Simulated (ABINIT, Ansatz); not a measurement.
# LiNbO3 (R3c): G0W0 with ABINIT, start to end, part 3 of 3

Aim: the G0W0 gap of LiNbO3 (R3c) on PBE, step by step.

ABINIT 10.8.3; PBE and many-body steps on it, plane waves. Known limits of the many-body steps: not at the basis limit; no spin-orbit coupling.

So far. Step 4 (Empty states on the mesh, 4×4×4 mesh, 574 bands): On this mesh the gap is 3.616 eV. Step 5 (Screening, 4×4×4 mesh, 233 bands, screening to 141.5 eV): Local fields lower ε∞ by 11 %.

## (6) Self-energy, 4×4×4 mesh, 233 bands, screening to 141.5 eV

The self-energy is evaluated for the states that the input lists, and the levels follow from it, in one-shot runs by the linearised quasiparticle equation.

This step: G0W0 on PBE, plane waves, norm-conserving pseudopotentials.

Input file run.abi:

```
acell 3*1.0 Angstrom
rprim 
  2.575800000019 1.487138823389 4.623000000000
  -2.575800000018 1.487138823389 4.623000000000
  0.000000000000 -2.974277646779 4.623000000000
ntypat 3
znucl 3 41 8
natom 10
typat 1 1 2 2 3 3 3 3 3 3
xred 
  0.281500000000 0.281500000000 0.281500000000
  0.781500000000 0.781500000000 0.781500000000
  0.000055000000 0.000055000000 0.000055000000
  0.500055000000 0.500055000000 0.500055000000
  0.112310000000 0.358360000000 0.719590000000
  0.719590000000 0.112310000000 0.358360000000
  0.358360000000 0.719590000000 0.112310000000
  0.219590000000 0.858360000000 0.612310000000
  0.858360000000 0.612310000000 0.219590000000
  0.612310000000 0.219590000000 0.858360000000
pp_dirpath "pseudos"
pseudos "Li.upf, Nb.upf, O.upf"
ecut 37
ngkpt 4 4 4
nshiftk 1
shiftk 0 0 0
kptopt 1
chksymbreak 0
istwfk *1
occopt 1
irdwfk 1
optdriver 4
nband 233
gwcalctyp 0
ecutsigx 37
symsigma 1
nkptgw 2
kptgw 
  0.0000000000 0.0000000000 0.0000000000
  0.5000000000 0.2500000000 0.0000000000
bdgw 
  33 36
  33 36
ecuteps 5.2
irdscr 1
ppmodel 1
indata_prefix "in"
outdata_prefix "out"
tmpdata_prefix "tmp"
```

On the command line:

```bash
> OMP_NUM_THREADS=1 mpirun -n 16 abinit run.abi > log
```

Numbers of over 12 decimals in the logs are rounded to 6 here.

Log:

```text
.Version 10.8.3 of ABINIT. v10.8.2 released Aug 2026.

 Symmetries : space group R3 c (#161); Bravais hR (rhombohedral)
[... echo of the input left out ...]
== DATASET  1 ==================================================================
-   mpi_nproc: 16, omp_nthreads: 1 (-1 if OMP is not activated)

--- !DatasetInfo
iteration_state: {dtset: 1, }
dimensions: {natom: 10, nkpt: 13, mband: 233, nsppol: 1, nspinor: 1, nspden: 1, mpw: 7739, }
cutoff_energies: {ecut:  37.0, pawecutdg:  -1.0, }
electrons: {nelect:   6.80000000E+01, charge:   0.00000000E+00, occopt:   1.00000000E+00, tsmear:   1.00000000E-02, }

 SIGMA: Calculation of the GW corrections

 Based on a program developped by R.W. Godby, V. Olevano, G. Onida, and L. Reining.
 Incorporated in ABINIT by V. Olevano, G.-M. Rignanese, and M. Torrent.
.Using double precision arithmetic ; gwpc =  8

[... cell and pseudopotentials left out ...]
--------------------------------------------------------------------------------

 ==== K-mesh for the wavefunctions ====
 Number of points in the irreducible wedge :    13
[... list of points left out ...]
 Together with  6 symmetry operations and time-reversal symmetry
 yields    64 points in the full Brillouin Zone.

 ==== Q-mesh for screening function ====
 Number of points in the irreducible wedge :    13
[... list of points left out ...]
 Together with  6 symmetry operations and time-reversal symmetry
 yields    64 points in the full Brillouin Zone.

 vcoul_init : cutoff-mode = AUXILIARY_FUNCTION
 q-points for optical limit:   1
     1)      0.000010    0.000020    0.000030
 setmesh: FFT mesh size selected  =    60x   60x   60
          total number of points  =       216000

 Number of electrons calculated from density =   68.0000; Expected =   68.0000
 average of density, n =  0.094836
 r_s =    1.3603
 omega_plasma =   29.7059 [eV]

 === KS Band Gaps ===
  >>>> For spin  1
   Minimum direct gap =   3.6183 [eV], located at k-point      :   0.0000  0.0000  0.0000
   Fundamental gap    =   3.6160 [eV], Top of valence bands at :   0.0000  0.0000  0.0000
                                       Bottom of conduction at :   0.5000  0.2500  0.0000
 SIGMA fundamental parameters:
 PLASMON POLE MODEL  1
 number of plane-waves for SigmaX                 7739
 number of plane-waves for SigmaC and W            405
 number of plane-waves for wavefunctions          7739
 number of bands                                   233
 number of independent spin polarizations            1
 number of spinorial components                      1
 number of k-points in IBZ                          13
 number of q-points in IBZ                          13
 number of symmetry operations                       6
 number of k-points in BZ                           64
 number of q-points in BZ                           64
 number of frequencies for dSigma/dE                 9
 frequency step for dSigma/dE [eV]                0.25
 number of omega for Sigma on real axis              0
 max omega for Sigma on real axis  [eV]           0.00
 zcut for avoiding poles [eV]                     0.10

 EPSILON^-1 parameters (SCR file):
 dimension of the eps^-1 matrix on file            405
 dimension of the eps^-1 matrix used               405
 number of plane-waves for wavefunctions          7739
 number of bands                                   233
 number of q-points in IBZ                          13
 number of frequencies                               2
 number of real frequencies                          1
 number of imag frequencies                          1

 matrix elements of self-energy operator (all in [eV])

 Perturbative Calculation

--- !SelfEnergy_ee
iteration_state: {dtset: 1, }
kpoint     : [   0.000,    0.000,    0.000, ]
spin       : 1
KS_gap     :    3.618
QP_gap     :    5.093
Delta_QP_KS:    1.475
data: !SigmaeeData |
     Band     E0 <VxcDFT>   SigX SigC(E0)      Z dSigC/dE  Sig(E)    E-E0       E
       33   4.475 -19.865 -24.865   4.712   0.775  -0.291 -20.088  -0.223   4.253
       34   4.475 -19.865 -24.865   4.712   0.775  -0.291 -20.088  -0.223   4.253
       35   8.093 -17.114 -11.382  -4.189   0.811  -0.233 -15.862   1.253   9.346
       36   8.093 -17.114 -11.382  -4.189   0.811  -0.233 -15.862   1.253   9.346

--- !SelfEnergy_ee
iteration_state: {dtset: 1, }
kpoint     : [   0.500,    0.250,    0.000, ]
spin       : 1
KS_gap     :    3.727
QP_gap     :    5.225
Delta_QP_KS:    1.498
data: !SigmaeeData |
     Band     E0 <VxcDFT>   SigX SigC(E0)      Z dSigC/dE  Sig(E)    E-E0       E
       33   4.173 -19.692 -24.669   4.630   0.776  -0.289 -19.961  -0.269   3.904
       34   4.364 -19.756 -24.822   4.737   0.775  -0.290 -20.011  -0.255   4.109
       35   8.091 -17.056 -11.284  -4.242   0.812  -0.231 -15.813   1.243   9.334
       36   8.569 -17.473 -11.697  -4.163   0.807  -0.239 -16.171   1.302   9.870

== END DATASET(S) ==============================================================
================================================================================

 -outvars: echo values of variables after computation  --------
           etotal      0.0000000000E+00
            nband         233
             nkpt          13
          spgroup         161
 [... the other variables as echoed above ...]

 Calculation completed.
```

Elapsed: 44 s, on 16 MPI ranks of Arm Neoverse V2, shared host; peak memory 7.1 GiB; 12 min of CPU time.

Numbers from this step:

- G0W0 gap on the points computed: 5.081 eV
- starting gap on the mesh: 3.616 eV
- k of the valence top: 0, 0, 0
- k of the conduction bottom: 0.5, 0.25, 0
- Z at the valence top: 0.775
- Z at the conduction bottom: 0.812
- least direct G0W0 gap on the computed points: 5.093 eV

The gap on the mesh goes from 3.62 eV to 5.08 eV, a correction of +1.47 eV.

Limits: finite bands, cutoff and mesh; no spin-orbit coupling. v1 is the top filled band, c1 the lowest empty one. Levels before and after the correction, in eV, zero at the valence-band top of each column:

```csv
,conduction bottom,valence top
Kohn-Sham,3.62,0.00
G0W0,5.08,0.00
```

```csv
,level,energy (eV)
Kohn-Sham,Γ v2-v1,0.000
Kohn-Sham,Γ c1-c2,3.618
Kohn-Sham,(0.5 0.25 0) v2,-0.303
Kohn-Sham,(0.5 0.25 0) v1,-0.111
Kohn-Sham,(0.5 0.25 0) c1,3.616
Kohn-Sham,(0.5 0.25 0) c2,4.093
G0W0,Γ v2-v1,0.000
G0W0,Γ c1-c2,5.093
G0W0,(0.5 0.25 0) v2,-0.349
G0W0,(0.5 0.25 0) v1,-0.144
G0W0,(0.5 0.25 0) c1,5.081
G0W0,(0.5 0.25 0) c2,5.617
```

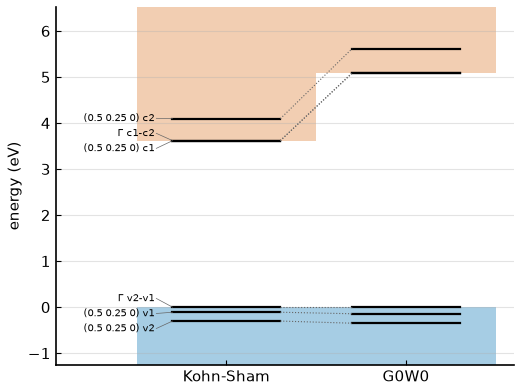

Levels before and after the correction. Shaded: valence and conduction bands.

## (7) Where the time went

Times are wall times on 16 MPI ranks of Arm Neoverse V2, shared host, good to a factor of about two.

```csv
step,time,share,memory (GiB)
ground state,50 s,5 %,1.9
bands along the symmetry lines,22 s,2 %,1.4
empty states on the mesh,7.6 min,47 %,2.5
screening,6.6 min,41 %,13
self-energy,44 s,5 %,7.1
```

## (8) Outcome

```yaml
pbe_gap: 3.59 eV, indirect (only 33 meV under the direct gap)
g0w0_gap_on_the_mesh: 5.08 eV
g0w0_gap_over_the_zone_rigid_shift: 5.05 eV
gw_settings: 4×4×4 mesh, 233 bands, screening to 141.5 eV, Godby-Needs plasmon pole
known_limits: not at the basis limit; no spin-orbit coupling
```

G0W0 moves the gap on the mesh from 3.62 eV to 5.08 eV (+1.47 eV), with Z of 0.78 and 0.81 at the edges. The mesh misses the band edges by 0.03 eV in all; a rigid shift gives 5.05 eV for the zone. Local fields lower the RPA ε∞ on this mesh from 5.62 to 5.02. Only 2 of the mesh's irreducible points were corrected, so a valley elsewhere could overtake. Bands and cutoff are finite, so the gap is not at the basis limit. The miss can reach some tenths of an eV and take either sign; the mesh is an error of its own. In the G0W0 run levels were corrected at 2 k points alone, so a gap called «on the mesh» is the least over those, and an edge elsewhere would be missed. The many-body steps are scalar-relativistic: spin-orbit coupling is not in them.

[Paths, hosts, dates, memory and timing lines, banners, echoed tables and standing remarks are left out of the program output.]

[Logs are printed without paths, hosts, clocks, repeated set-up lines and the standing remarks that a program may print on its own settings, such as how far it seeks lower states.]

[Runs of the session that timed out or met a known fault of the program may be left out.]

[Hosts, paths, dates, database ids (printed as entryN), source tags and the programs' standing remarks are cut or masked in the printed files.]

[G0W0 gaps are taken among the corrected bands and points alone; a level outside them can change the order at an edge.]

[Where Ansatz stands beside ABINIT at settings called matched, ABINIT's density can come from a denser mesh and the files from another edition; pairs whose starting gaps differed by over 0.03 eV were left out, so agreement reads better than it is.]
